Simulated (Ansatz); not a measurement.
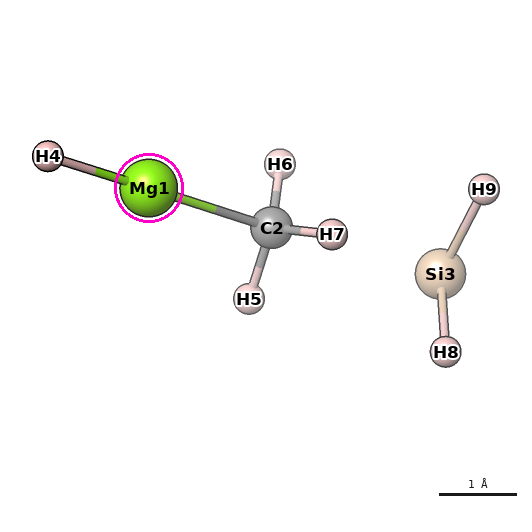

Orthographic view. Depth is shown by fading: the farther an atom, the more it takes the colour of the background. The geometry was computed by an optimisation with PBE0-D4/def2-TZVP. No frequency run is at hand to confirm it as a minimum.

### Name the neighbours of the circled atom.

The circled atom is Mg1; it is bonded to C2, H4.

### Which atom is nearest the viewer?

H4, 1.9 Å in front of the mean position.

### Of C2 and H7, which is nearer the viewer?

H7; the bond to C2 points away from the viewer, so it looks shorter than its 1.10 Å.
